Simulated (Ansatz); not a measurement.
## Pressure series in SiO2

The parent structure is SiO2 (space group P4_12_12, No. 92).

```
SiO2
1.0
    5.08450     0.00000     0.00000
    0.00000     5.08450     0.00000
    0.00000     0.00000     7.10033
Si O
4 8
Direct
  0.29379   0.29379   0.00000
  0.79379   0.20621   0.75000
  0.20621   0.79379   0.25000
  0.70621   0.70621   0.50000
  0.24121   0.09332   0.17417
  0.74121   0.40668   0.57583
  0.25879   0.59332   0.07583
  0.75879   0.90668   0.67417
  0.90668   0.75879   0.32583
  0.40668   0.74121   0.42417
  0.59332   0.25879   0.92417
  0.09332   0.24121   0.82583
```

Cell and atoms are relaxed at each pressure.

Calculations: DFT with PBE, PAW potentials and a 420 eV plane-wave cutoff in Ansatz (an electronic-structure program), no SOC.

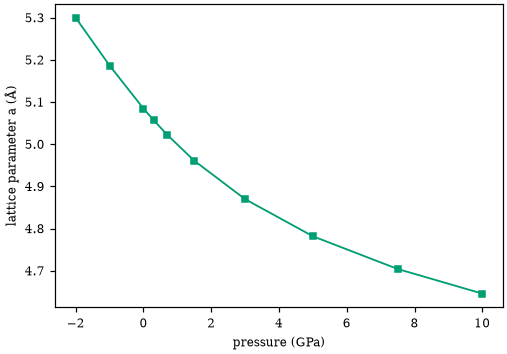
Fig. 1. Lattice parameter a against pressure

| pressure (GPa) | lattice parameter a |
|---|---|
| -2 | 5.300 Å |
| -1 | 5.186 Å |
| 0.3 | 5.057 Å |
| 0.7 | 5.022 Å |
| 1.5 | 4.961 Å |
| 3 | 4.870 Å |
| 5 | 4.782 Å |
| 7.5 | 4.704 Å |
| 10 | 4.646 Å |

Load acts through the strain it causes; cell and atoms are relaxed under it. No phonon test of stability was made. No other phases were tried under pressure.
